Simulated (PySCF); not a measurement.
# Frequency calculation of RuCl3

RuCl3, multiplicity 6, computed with UKS-based PBE0, Ru def2-TZVP with ECP28, Cl def2-TZVP; non-relativistic Hamiltonian with a scalar-relativistic core potential; density fitting (PySCF 2.14.0).

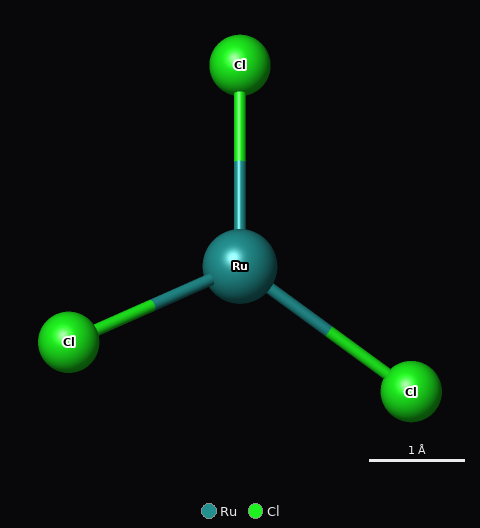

*The input geometry (ball-and-stick view, seen at a tilt). Sticks mark near contacts.*

Bond lengths as drawn: Cl–Ru 2.26 Å.

## Summary

- outcome: converged
- total energy: −1475.150686 hartree
- ⟨S²⟩: 8.761
- zero-point energy: 0.003024 hartree
- dipole moment: 0.00 D
- wavenumbers, lowest and highest: 49 and 391 cm⁻¹
- hardware: 4 threads of Arm Neoverse V2, 112 GiB of memory available, shared host
- wall time: 62 s (CPU time 3.4 min)
- peak memory: 1.5 GiB

## Input file
```python
from pyscf import gto, scf, dft
mol = gto.M(atom='''
Ru     0.000000     0.000000     0.000000
Cl     2.255145    -0.000000    -0.000000
Cl    -1.127572     1.953013     0.000000
Cl    -1.127572    -1.953013    -0.000000''',
    basis={'Ru': 'def2-TZVP', 'Cl': 'def2-TZVP'},
    ecp={'Ru': 'def2-TZVP'},
    charge=0, spin=5)
mf = dft.UKS(mol, xc='PBE0')
mf.grids.atom_grid = (75, 302)
aux = {'Ru': 'def2-universal-JKFIT', 'Cl': 'def2-universal-JKFIT'}
mf = mf.density_fit(auxbasis=aux)
mf.conv_tol = 1e-09
mf.diis_space = 10
mf.max_cycle = 60
mf.verbose = 4
mf.kernel()
```

The script is an equivalent of the set-up of the self-consistent field. The run itself was carried out by a driver, which started from the orbitals of the step before it where there was one and computed the further properties.

Command:
```bash
OMP_NUM_THREADS=4 python axn.py task.json out
```

## What the program printed
```
init E= -1475.15068636691
  alpha nocc = 36  HOMO = -0.291626348420583  LUMO = -0.00145813212721106
  beta  nocc = 31  HOMO = -0.338721693137636  LUMO = -0.192074007142009
  HOMO = -0.291626348421  LUMO = -0.192074007142  gap/eV = 2.70896
cycle= 1 E= -1475.1506863669  delta_E= 1.27e-11  |g|= 6.3e-06  |ddm|= 5.28e-06
  alpha nocc = 36  HOMO = -0.291624961307682  LUMO = -0.00145732567062247
  beta  nocc = 31  HOMO = -0.338721848122309  LUMO = -0.192070694533042
  HOMO = -0.291624961308  LUMO = -0.192070694533  gap/eV = 2.70901
Extra cycle  E= -1475.15068636675  delta_E= 1.5e-10  |g|= 1.89e-05  |ddm|= 1.58e-05
converged SCF energy = -1475.15068636675  <S^2> = 8.760831  2S+1 = 6.0036093
```

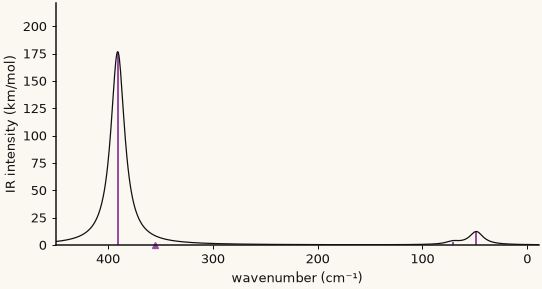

*Harmonic infrared spectrum, unscaled: sticks (degenerate modes added up, dark ones marked on the axis) with a Lorentzian envelope of 16 cm⁻¹ full width, scaled to the tallest stick.*

6 modes from 49 to 391 cm⁻¹, none imaginary. The strongest line is at 391 cm⁻¹ (177 km/mol). All modes, in cm⁻¹ (km/mol): 49 (12.0), 71 (1.3), 71 (1.3), 355 (0.0), 391 (88), 391 (88).

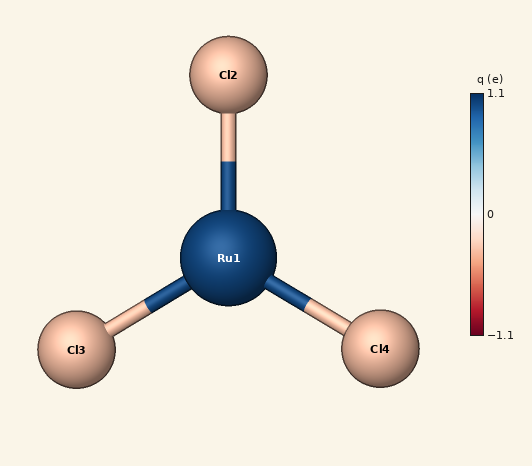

*Mulliken charges, as the colour of each atom (ball-and-stick view, seen at a tilt; atoms are numbered from 1 in the order of the input; Mulliken charges depend strongly on the basis).*

By element: Ru +1.00 and Cl −0.33 e.
